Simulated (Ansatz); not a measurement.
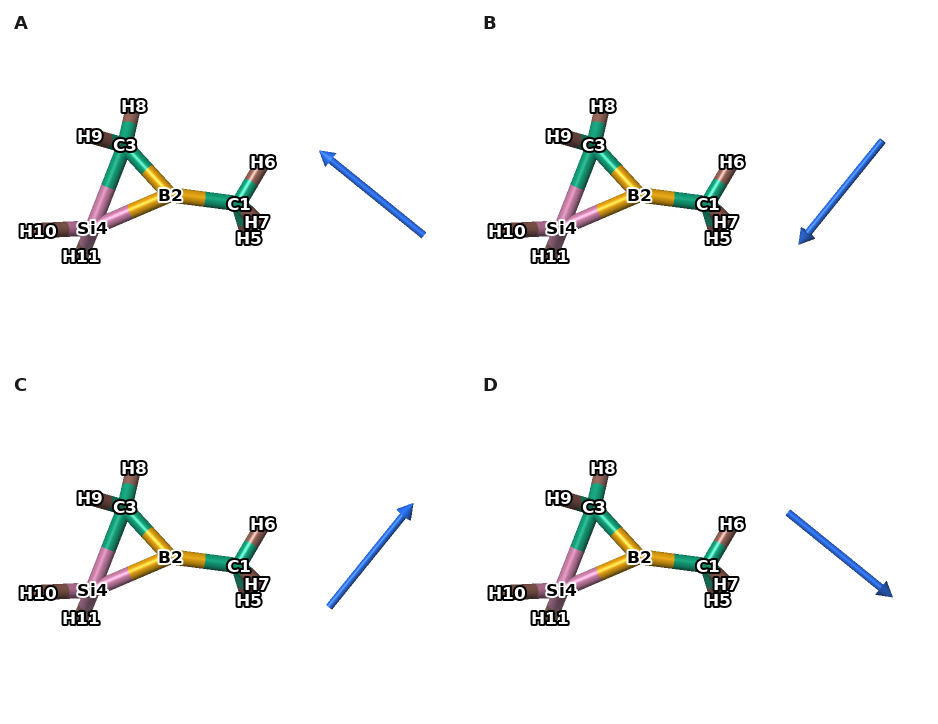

The same molecule four times, each with an arrow. The computed structure is the end point of a PBE0-D4/def2-TZVP optimisation. Level of theory: RKS PBE0-D4/def2-TZVP (Ansatz 0.2.0).

Which arrow points along the dipole moment, from the negative to the positive end?

C. The dipole moment is 0.40 D; it points from the side of H10, H11 to the side of H6 (the outermost atoms at the two ends).
